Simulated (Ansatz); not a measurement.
# C2H9BOSi: how energies converge with the basis set

How large a basis does C2H9BOSi need? Two functionals are run in growing sets.

Method: one geometry, several basis sets; program: Ansatz 0.2.0, Gaussian basis.

Plan: PBE0-D4/def2-SVP; ωB97M-V/def2-SVP; PBE0-D4/def2-QZVPP; ωB97M-V/def2-QZVPP; the functionals' def2-TZVPP values are taken from earlier runs.

### Step 1. The relaxed structure

An earlier PBE0-D4 in a triple-zeta def2 set relaxation fixed the geometry.

SMILES `CB(C)O[SiH3]`, 14 atoms, charge 0, spin multiplicity 1.

Atoms are counted from 1 here; the program's logs count them from 0.

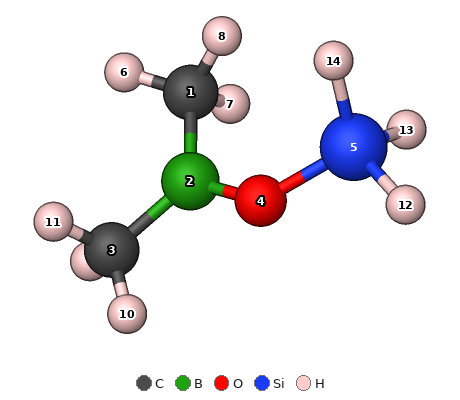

The structure; carbon dark grey, boron green, oxygen red, silicon blue, hydrogen pink; atoms are numbered from 1 in the order of the file.

Geometry (Å):

```xyz
14
C2H9BOSi
C    -1.34141    0.64636   -0.02830
B    -0.25207   -0.48617    0.08715
C    -0.63412   -1.98840    0.32206
O     1.07530   -0.17613   -0.03148
Si    1.87453    1.24721   -0.26374
H    -2.29718    0.36797    0.41992
H    -1.53677    0.83272   -1.09279
H    -1.02394    1.60351    0.39745
H    -1.47878   -2.29344   -0.30341
H     0.19743   -2.67700    0.16469
H    -0.97880   -2.10843    1.35721
H     3.31681    0.92662   -0.36984
H     1.41559    1.90929   -1.51295
H     1.65052    2.16648    0.88273
```

### Step 2. PBE0-D4 in def2-SVP

in.yaml

```yaml
crystal:
  periodic: [false, false, false]
  atoms:
    - {symbol: C, position_ang: [-1.341409, 0.646365, -0.028297]}
    - {symbol: B, position_ang: [-0.252070, -0.486173, 0.087154]}
    - {symbol: C, position_ang: [-0.634124, -1.988400, 0.322058]}
    - {symbol: O, position_ang: [1.075301, -0.176126, -0.031478]}
    - {symbol: Si, position_ang: [1.874528, 1.247207, -0.263742]}
    - {symbol: H, position_ang: [-2.297181, 0.367966, 0.419922]}
    - {symbol: H, position_ang: [-1.536770, 0.832718, -1.092794]}
    - {symbol: H, position_ang: [-1.023939, 1.603510, 0.397449]}
    - {symbol: H, position_ang: [-1.478781, -2.293440, -0.303411]}
    - {symbol: H, position_ang: [0.197431, -2.677000, 0.164687]}
    - {symbol: H, position_ang: [-0.978797, -2.108426, 1.357214]}
    - {symbol: H, position_ang: [3.316806, 0.926621, -0.369845]}
    - {symbol: H, position_ang: [1.415588, 1.909292, -1.512947]}
    - {symbol: H, position_ang: [1.650516, 2.166484, 0.882730]}
basis:
  gaussian: {orbitals: def2-SVP}
hamiltonian: {xc: pbe0, dispersion: d4}
output: {orbitals: {seedname: orbitals}}
```

The runs that follow: ωB97M-V in def2-SVP; PBE0-D4 in def2-QZVPP; ωB97M-V in def2-QZVPP.

Before running them: what should the planned runs give, taken together? Wanted: PBE0-D4: double and triple zeta above quadruple; ωB97M-V: double and triple zeta above quadruple.

As calculated:

| quantity | value |
| --- | --- |
| PBE0-D4: double and triple zeta above quadruple | 9.02, 0.57 eV |
| ωB97M-V: double and triple zeta above quadruple | 9.27, 0.53 eV |

What this shows: PBE0-D4 gains 8.45 eV from double to triple zeta, then 0.57 eV more. Total energies overstate the basis error of differences, where much of it tends to cancel. The LUMO of ωB97M-V is positive and keeps falling with the basis (2.46 to 1.34 eV): an unbound level that the basis holds in place.
